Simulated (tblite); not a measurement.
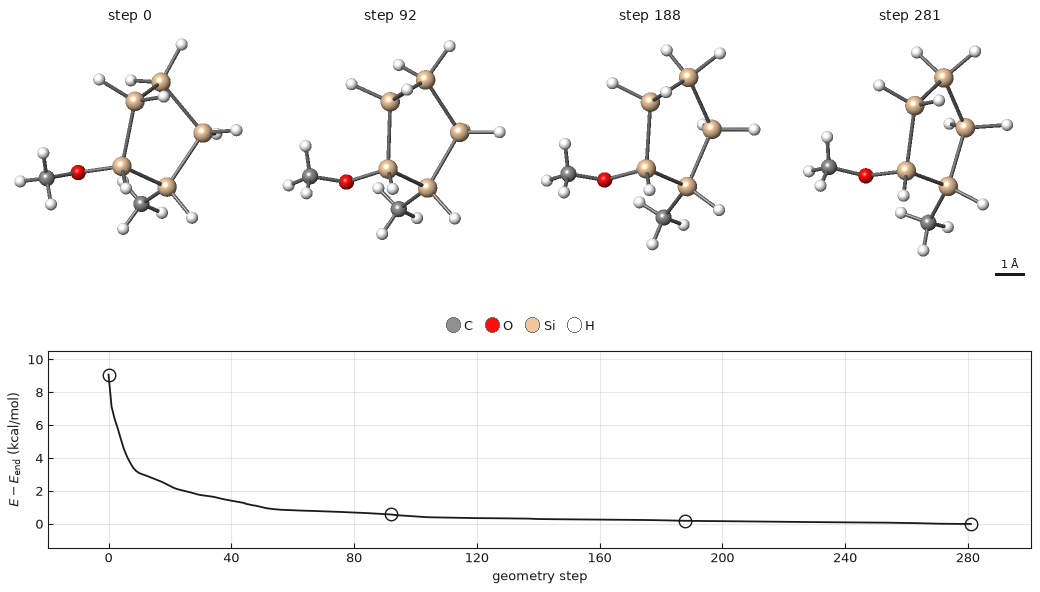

Frames of a relaxation of C₂H₁₄OSi₅, marked on the history of the run. A ball-and-stick model, seen from a free direction.

All numbers below come from GFN2-xTB geometry optimisation, gas phase (tblite). 

Q: What happens along the run?

A: Over 281 geometry steps the energy falls by 9.08 kcal/mol. An H atom moves most after the best rigid fit: 1.72 Å. By element the largest moves are H 1.72 Å, Si 0.80 Å, C 0.75 Å, O 0.29 Å. Near-neighbour distances that change, for instance: C–Si 1.847 → 1.907 Å, C–O 1.434 → 1.389 Å, Si–Si 2.317 → 2.348 Å, H–Si 1.497 → 1.475 Å. Bond angles that change, for instance: O–Si–Si 109.1° → 97.6°, Si–Si–H 110.4° → 120.7°, C–O–Si 119.1° → 127.3°. Groups turn about Si–Si by about 45°, Si–Si by about 45°, Si–Si by about 30°. Cost: 13 s on 1 thread of Intel(R) Xeon(R) Processor @ 2.50GHz, on a shared host. From step 0 to 92: H atoms move most (0.69 Å), energy −8.50 kcal/mol. From step 92 to 188: an H atom moves most (0.77 Å), energy −0.38 kcal/mol. From step 188 to 281: an H atom moves most (0.60 Å), energy −0.19 kcal/mol.
